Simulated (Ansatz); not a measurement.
# AsF$_{3}$: molecular dynamics

The run: molecular dynamics of AsF$_{3}$, SMILES F[As](F)F. Method and program: RKS PBE-d4/def2-SVP (Ansatz 0.2.0).

The geometry comes from this level: PBE0-D4/def2-TZVP. Figures and captions count atoms from 1; the log counts them from 0 in places.

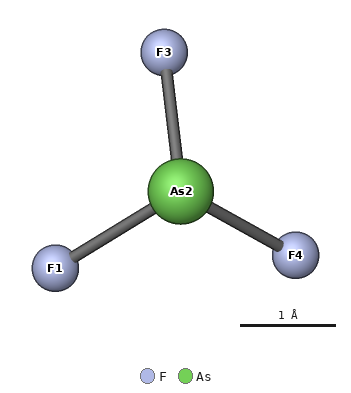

*The input geometry (ball-and-stick view, seen at a tilt; atoms are numbered from 1 in the order of the input).*

Bond lengths as drawn: As–F 1.72 Å.

**Results in brief**

```tsv
quantity	value
outcome	finished
mean temperature over the second half	467 K
trajectory	20 steps, 40 fs
ensemble	nvt_nose_hoover
temperature in the input	1500 K
time step	2 fs
potential energy (last step)	−68962.9211 eV
mean-field energy (last step)	−68962.8585 eV
dispersion energy (last step)	−0.0626 eV
SCF solution under orbital rotations (last step)	stable
largest force (length of the vector) (last step)	2.272 eV/Å
dipole moment (last step)	1.92 D
hardware	4 threads of Arm Neoverse V1, 23 GiB of memory available, shared host
wall time	8.5 s (CPU time 30 s)
peak memory	0.14 GiB
```

So short a trajectory is not equilibrated. The temperature stays far from the 1500 K of the thermostat over the second half: the run isn't equilibrated.

**Input file**
```yaml
crystal:
  periodic: [false, false, false]
  atoms:
    - {symbol: F, position_ang: [-0.445814, 0.395617, 1.362608]}
    - {symbol: As, position_ang: [-0.462064, -0.457349, -0.125656]}
    - {symbol: F, position_ang: [1.203968, -0.865849, -0.112731]}
    - {symbol: F, position_ang: [-0.296099, 0.927581, -1.124221]}
basis:
  gaussian: {orbitals: def2-SVP}
hamiltonian: {xc: {name: PBE}, dispersion: d4}
md: {timestep: 2 fs, n_steps: 20, ensemble: nvt_nose_hoover, temperature: 1500, initial_velocities: maxwell_boltzmann, seed: 579}
```

Run as:
```bash
ansatz run in.yaml --threads 4 --pin off --events-out ev --progress --plain --max-ram 10444MiB
```

**Log**
```
Functional definition: PBE
  name "PBE"
  cite "Perdew, Burke & Ernzerhof, Phys. Rev. Lett. 77, 3865 (1996) doi:10.1103/PhysRevLett.77.3865"
  parent pbe
  parameter kappa = 0.804
  parameter beta = 0.06672455060314922
  exchange = pbe_x(kappa = kappa, mu = beta*pi^2/3)
  correlation = pbe_c(beta = beta)
807 factors; their error is unknown
mean field evaluation 1: about -68958.5009 eV, gradient 5.6e1 eV
mean field evaluation 2: about -68935.7529 eV, gradient 1.3e2 eV
mean field evaluation 4: about -68963.2363 eV, gradient 1.8e0 eV
mean field evaluation 8: about -68963.2459 eV, gradient 6.5e-2 eV
mean field evaluation 16: about -68963.1835 eV, gradient 2.2e-5 eV
mean field -68963.18347347 eV, -2534.3502477252 hartree, gradient 2.2e-5 eV, S^2 0.000000; 0 other end points of the search recorded, 0 dependent functions left out
the calculation of the forces begins
reference -68963.18349345 eV, -2534.3502484597 hartree; 30, 30 occupied and 44, 44 virtual orbitals, 807 factors
md step     0: t =     0.00 fs  T =  1500.0 K  F+E_penalty+E_count = -68963.24716953 eV  E_kin = 0.387780 eV  conserved = -68962.85938953 eV  (26 SCF iters)
these checks for a lower state are left out or cut short: starts, cluster_reference, orbital_swaps, neighbouring_geometries, increment
807 factors; their error is unknown
mean field -68963.18228898 eV, -2534.3502041961 hartree, gradient 3.5e-5 eV, S^2 0.000000; 0 other end points of the search recorded, 0 dependent functions left out
[... from here on the field's lines of each further geometry are left out, up to the last ...]
md step     1: t =     2.00 fs  T =  1495.4 K  F+E_penalty+E_count = -68963.24593687 eV  E_kin = 0.386603 eV  conserved = -68962.85933405 eV  (24 SCF iters)
md step     2: t =     4.00 fs  T =  1468.2 K  F+E_penalty+E_count = -68963.23876935 eV  E_kin = 0.379555 eV  conserved = -68962.85921641 eV  (25 SCF iters)
md step     3: t =     6.00 fs  T =  1424.1 K  F+E_penalty+E_count = -68963.22724645 eV  E_kin = 0.368146 eV  conserved = -68962.85911083 eV  (25 SCF iters)
md step     4: t =     8.00 fs  T =  1368.1 K  F+E_penalty+E_count = -68963.21273418 eV  E_kin = 0.353690 eV  conserved = -68962.85907703 eV  (25 SCF iters)
md step     5: t =    10.00 fs  T =  1301.7 K  F+E_penalty+E_count = -68963.19555625 eV  E_kin = 0.336525 eV  conserved = -68962.85911036 eV  (25 SCF iters)
md step     6: t =    12.00 fs  T =  1222.6 K  F+E_penalty+E_count = -68963.17506518 eV  E_kin = 0.316071 eV  conserved = -68962.85915236 eV  (26 SCF iters)
md step     7: t =    14.00 fs  T =  1128.1 K  F+E_penalty+E_count = -68963.15049532 eV  E_kin = 0.291634 eV  conserved = -68962.85913718 eV  (25 SCF iters)
md step     8: t =    16.00 fs  T =  1018.6 K  F+E_penalty+E_count = -68963.12193595 eV  E_kin = 0.263341 eV  conserved = -68962.85903495 eV  (25 SCF iters)
md step     9: t =    18.00 fs  T =   899.7 K  F+E_penalty+E_count = -68963.09079330 eV  E_kin = 0.232580 eV  conserved = -68962.85886306 eV  (25 SCF iters)
md step    10: t =    20.00 fs  T =   780.5 K  F+E_penalty+E_count = -68963.05954095 eV  E_kin = 0.201773 eV  conserved = -68962.85867178 eV  (24 SCF iters)
md step    11: t =    22.00 fs  T =   671.7 K  F+E_penalty+E_count = -68963.03096997 eV  E_kin = 0.173648 eV  conserved = -68962.85851864 eV  (25 SCF iters)
md step    12: t =    24.00 fs  T =   581.7 K  F+E_penalty+E_count = -68963.00731769 eV  E_kin = 0.150391 eV  conserved = -68962.85844739 eV  (24 SCF iters)
md step    13: t =    26.00 fs  T =   514.5 K  F+E_penalty+E_count = -68962.98959977 eV  E_kin = 0.133000 eV  conserved = -68962.85847592 eV  (26 SCF iters)
md step    14: t =    28.00 fs  T =   468.1 K  F+E_penalty+E_count = -68962.97733588 eV  E_kin = 0.121006 eV  conserved = -68962.85859221 eV  (26 SCF iters)
md step    15: t =    30.00 fs  T =   435.8 K  F+E_penalty+E_count = -68962.96873718 eV  E_kin = 0.112665 eV  conserved = -68962.85875655 eV  (26 SCF iters)
md step    16: t =    32.00 fs  T =   408.3 K  F+E_penalty+E_count = -68962.96133023 eV  E_kin = 0.105566 eV  conserved = -68962.85890785 eV  (26 SCF iters)
md step    17: t =    34.00 fs  T =   377.3 K  F+E_penalty+E_count = -68962.95289597 eV  E_kin = 0.097548 eV  conserved = -68962.85898082 eV  (26 SCF iters)
md step    18: t =    36.00 fs  T =   339.1 K  F+E_penalty+E_count = -68962.94246008 eV  E_kin = 0.087667 eV  conserved = -68962.85893098 eV  (26 SCF iters)
md step    19: t =    38.00 fs  T =   297.2 K  F+E_penalty+E_count = -68962.93094305 eV  E_kin = 0.076820 eV  conserved = -68962.85876295 eV  (25 SCF iters)
the calculation of the forces begins
reference -68962.85846512 eV, -2534.3383038889 hartree; 30, 30 occupied and 44, 44 virtual orbitals, 807 factors
807 factors; their error is unknown
mean field evaluation 128: about -68962.9208 eV, gradient 6.3e-2 eV
mean field -68962.85844536 eV, -2534.3383031627 hartree, gradient 2.7e-5 eV, S^2 0.000000; 1 other end points of the search recorded, 0 dependent functions left out
the calculation of the forces begins
reference -68962.85846512 eV, -2534.3383038888 hartree; 30, 30 occupied and 44, 44 virtual orbitals, 807 factors
md step    20: t =    40.00 fs  T =   261.6 K  F+E_penalty+E_count = -68962.92105246 eV  E_kin = 0.067639 eV  conserved = -68962.85854450 eV  (28 SCF iters)
```

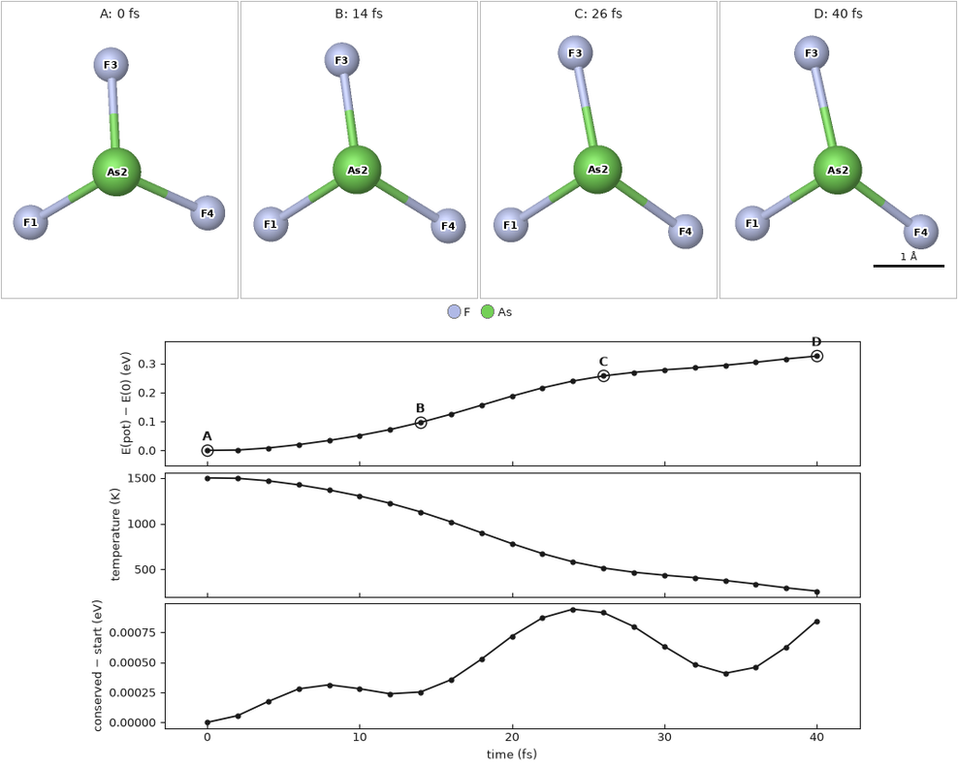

*Frames of the molecular dynamics (ball-and-stick, seen on its broad side) above the curves, on which the letters mark them.*

The trajectory kept here has 21 frames over 40 fs. The temperature starts at 1500 K, ranges from 262 to 1500 K and averages 467 K over the second half. The potential energy ends 0.326 eV above its first value. The conserved quantity stays within 0.00094 eV. After an unweighted best fit of the last frame on the first, the root-mean-square displacement is 0.21 Å.

```
Total energy: -68962.92107222 eV, -2534.3406046572 hartree
Atom 0 at    -0.424351     0.459343     1.301735 Å, force     0.058238     0.109024     0.823717 eV/Å
Atom 1 at    -0.413815    -0.435651    -0.173422 Å, force    -0.018211    -2.144870     0.750007 eV/Å
Atom 2 at     1.253235    -1.115859     0.065486 Å, force    -0.691710     0.977454    -0.480295 eV/Å
Atom 3 at    -0.557104     1.028297    -1.053198 Å, force     0.651683     1.058391    -1.093428 eV/Å
Dipole moment:    -0.273525    -0.230391    -0.178716 e Å
```

**Trajectory as extended XYZ (Å, eV, eV/Å), 21 frames, from step=0 to step=20**
```
4
Properties=species:S:1:pos:R:3:forces:R:3 step=0 time_fs=0.0 energy=-68963.24717 temperature=1500.0
F    -0.4458    0.3956    1.3626   -0.0446   0.5142   0.9778
As   -0.4621   -0.4573   -0.1257   -1.0668  -1.0559  -0.2901
F     1.2040   -0.8658   -0.1127    1.0560  -0.3273  -0.0065
F    -0.2961    0.9276   -1.1242    0.0554   0.8690  -0.6812
4
Properties=species:S:1:pos:R:3:forces:R:3 step=1 time_fs=2.0 energy=-68963.24594 temperature=1495.4
F    -0.4443    0.4027    1.3566   -0.0389   0.4630   0.9534
As   -0.4554   -0.4602   -0.1277   -1.4691  -0.6213  -0.4483
F     1.1960   -0.8816   -0.0996    1.4030  -0.3336  -0.0416
F    -0.3159    0.9474   -1.1234    0.1049   0.4919  -0.4634
4
Properties=species:S:1:pos:R:3:forces:R:3 step=2 time_fs=4.0 energy=-68963.23877 temperature=1468.2
F    -0.4428    0.4108    1.3525   -0.0344   0.3673   0.8559
As   -0.4495   -0.4634   -0.1299   -1.7567  -0.1336  -0.5513
F     1.1908   -0.8980   -0.0865    1.6381  -0.3268  -0.0674
F    -0.3355    0.9683   -1.1236    0.1530   0.0931  -0.2373
4
Properties=species:S:1:pos:R:3:forces:R:3 step=3 time_fs=6.0 energy=-68963.22725 temperature=1424.1
F    -0.4414    0.4196    1.3502   -0.0309   0.2353   0.6995
As   -0.4445   -0.4666   -0.1325   -1.8959   0.3544  -0.5867
F     1.1889   -0.9151   -0.0735    1.7260  -0.2960  -0.0876
F    -0.3548    0.9893   -1.1242    0.2008  -0.2936  -0.0251
4
Properties=species:S:1:pos:R:3:forces:R:3 step=4 time_fs=8.0 energy=-68963.21273 temperature=1368.1
F    -0.4400    0.4289    1.3493   -0.0285   0.0787   0.5033
As   -0.4405   -0.4697   -0.1353   -1.8727   0.7990  -0.5545
F     1.1906   -0.9328   -0.0607    1.6530  -0.2336  -0.1075
F    -0.3736    1.0097   -1.1249    0.2481  -0.6441   0.1587
4
Properties=species:S:1:pos:R:3:forces:R:3 step=5 time_fs=10.0 energy=-68963.19556 temperature=1301.7
F    -0.4387    0.4384    1.3494   -0.0271  -0.0890   0.2884
As   -0.4374   -0.4723   -0.1384   -1.6978   1.1712  -0.4640
F     1.1956   -0.9509   -0.0482    1.4311  -0.1382  -0.1315
F    -0.3920    1.0289   -1.1252    0.2939  -0.9440   0.3071
4
Properties=species:S:1:pos:R:3:forces:R:3 step=6 time_fs=12.0 energy=-68963.17507 temperature=1222.6
F    -0.4375    0.4477    1.3501   -0.0269  -0.2549   0.0744
As   -0.4353   -0.4743   -0.1418   -1.4046   1.4555  -0.3296
F     1.2036   -0.9694   -0.0359    1.0943  -0.0147  -0.1625
F    -0.4098    1.0461   -1.1250    0.3372  -1.1859   0.4177
4
Properties=species:S:1:pos:R:3:forces:R:3 step=7 time_fs=14.0 energy=-68963.15049 temperature=1128.1
F    -0.4363    0.4564    1.3509   -0.0275  -0.4079  -0.1225
As   -0.4338   -0.4756   -0.1453   -1.0392   1.6480  -0.1679
F     1.2137   -0.9878   -0.0239    0.6890   0.1277  -0.2008
F    -0.4268    1.0609   -1.1238    0.3778  -1.3678   0.4912
4
Properties=species:S:1:pos:R:3:forces:R:3 step=8 time_fs=16.0 energy=-68963.12194 temperature=1018.6
F    -0.4352    0.4644    1.3515   -0.0285  -0.5397  -0.2901
As   -0.4329   -0.4761   -0.1489   -0.6493   1.7515   0.0054
F     1.2253   -1.0060   -0.0123    0.2622   0.2782  -0.2450
F    -0.4432    1.0729   -1.1217    0.4155  -1.4900   0.5297
4
Properties=species:S:1:pos:R:3:forces:R:3 step=9 time_fs=18.0 energy=-68963.09079 temperature=899.7
F    -0.4341    0.4712    1.3516   -0.0293  -0.6444  -0.4203
As   -0.4323   -0.4756   -0.1526   -0.2748   1.7710   0.1776
F     1.2374   -1.0237   -0.0013   -0.1468   0.4269  -0.2925
F    -0.4586    1.0819   -1.1185    0.4508  -1.5535   0.5352
4
Properties=species:S:1:pos:R:3:forces:R:3 step=10 time_fs=20.0 energy=-68963.05954 temperature=780.5
F    -0.4331    0.4767    1.3507   -0.0292  -0.7184  -0.5076
As   -0.4318   -0.4742   -0.1561    0.0559   1.7109   0.3389
F     1.2492   -1.0405    0.0092   -0.5107   0.5663  -0.3402
F    -0.4732    1.0878   -1.1142    0.4840  -1.5588   0.5089
4
Properties=species:S:1:pos:R:3:forces:R:3 step=11 time_fs=22.0 energy=-68963.03097 temperature=671.7
F    -0.4321    0.4808    1.3488   -0.0278  -0.7596  -0.5491
As   -0.4314   -0.4720   -0.1594    0.3259   1.5736   0.4830
F     1.2599   -1.0562    0.0190   -0.8134   0.6916  -0.3853
F    -0.4868    1.0904   -1.1089    0.5153  -1.5056   0.4514
4
Properties=species:S:1:pos:R:3:forces:R:3 step=12 time_fs=24.0 energy=-68963.00732 temperature=581.7
F    -0.4312    0.4834    1.3458   -0.0243  -0.7673  -0.5433
As   -0.4307   -0.4689   -0.1626    0.5283   1.3596   0.6062
F     1.2691   -1.0704    0.0280   -1.0484   0.8002  -0.4257
F    -0.4994    1.0901   -1.1027    0.5444  -1.3925   0.3628
4
Properties=species:S:1:pos:R:3:forces:R:3 step=13 time_fs=26.0 energy=-68962.98960 temperature=514.5
F    -0.4304    0.4843    1.3417   -0.0187  -0.7414  -0.4897
As   -0.4298   -0.4652   -0.1654    0.6624   1.0690   0.7071
F     1.2761   -1.0831    0.0362   -1.2147   0.8909  -0.4600
F    -0.5109    1.0869   -1.0957    0.5710  -1.2185   0.2426
4
Properties=species:S:1:pos:R:3:forces:R:3 step=14 time_fs=28.0 energy=-68962.97734 temperature=468.1
F    -0.4296    0.4838    1.3366   -0.0108  -0.6830  -0.3895
As   -0.4285   -0.4608   -0.1678    0.7311   0.7030   0.7856
F     1.2806   -1.0940    0.0434   -1.3146   0.9634  -0.4873
F    -0.5212    1.0812   -1.0882    0.5943  -0.9834   0.0911
4
Properties=species:S:1:pos:R:3:forces:R:3 step=15 time_fs=30.0 energy=-68962.96874 temperature=435.8
F    -0.4288    0.4819    1.3307   -0.0009  -0.5940  -0.2452
As   -0.4269   -0.4561   -0.1698    0.7389   0.2669   0.8418
F     1.2825   -1.1029    0.0497   -1.3516   1.0175  -0.5069
F    -0.5303    1.0735   -1.0805    0.6136  -0.6904  -0.0897
4
Properties=species:S:1:pos:R:3:forces:R:3 step=16 time_fs=32.0 energy=-68962.96133 temperature=408.3
F    -0.4280    0.4788    1.3243    0.0107  -0.4781  -0.0620
As   -0.4249   -0.4513   -0.1715    0.6907  -0.2267   0.8754
F     1.2817   -1.1098    0.0549   -1.3294   1.0526  -0.5185
F    -0.5382    1.0644   -1.0730    0.6280  -0.3478  -0.2950
4
Properties=species:S:1:pos:R:3:forces:R:3 step=17 time_fs=34.0 energy=-68962.95290 temperature=377.3
F    -0.4272    0.4747    1.3178    0.0232  -0.3407   0.1514
As   -0.4225   -0.4465   -0.1726    0.5899  -0.7550   0.8856
F     1.2781   -1.1145    0.0591   -1.2507   1.0677  -0.5217
F    -0.5449    1.0546   -1.0661    0.6376   0.0281  -0.5152
4
Properties=species:S:1:pos:R:3:forces:R:3 step=18 time_fs=36.0 energy=-68962.94246 temperature=339.1
F    -0.4263    0.4699    1.3115    0.0359  -0.1898   0.3822
As   -0.4198   -0.4422   -0.1733    0.4383  -1.2832   0.8699
F     1.2720   -1.1171    0.0623   -1.1175   1.0615  -0.5165
F    -0.5503    1.0448   -1.0602    0.6432   0.4115  -0.7357
4
Properties=species:S:1:pos:R:3:forces:R:3 step=19 time_fs=38.0 energy=-68962.93094 temperature=297.2
F    -0.4254    0.4646    1.3060    0.0479  -0.0358   0.6133
As   -0.4169   -0.4385   -0.1736    0.2360  -1.7643   0.8255
F     1.2636   -1.1175    0.0644   -0.9308   1.0320  -0.5027
F    -0.5543    1.0358   -1.0557    0.6469   0.7680  -0.9361
4
Properties=species:S:1:pos:R:3:forces:R:3 step=20 time_fs=40.0 energy=-68962.92105 temperature=261.6
F    -0.4244    0.4593    1.3017    0.0582   0.1090   0.8237
As   -0.4138   -0.4357   -0.1734   -0.0182  -2.1449   0.7500
F     1.2532   -1.1159    0.0655   -0.6917   0.9775  -0.4803
F    -0.5571    1.0283   -1.0532    0.6517   1.0584  -1.0934
```

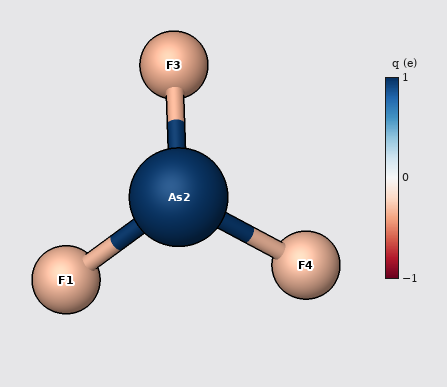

*Mulliken charges, as the colour of each atom (ball-and-stick view, seen at a tilt; atoms are numbered from 1 in the order of the input).*

By element: F −0.34 to −0.31 and As +0.96 e.
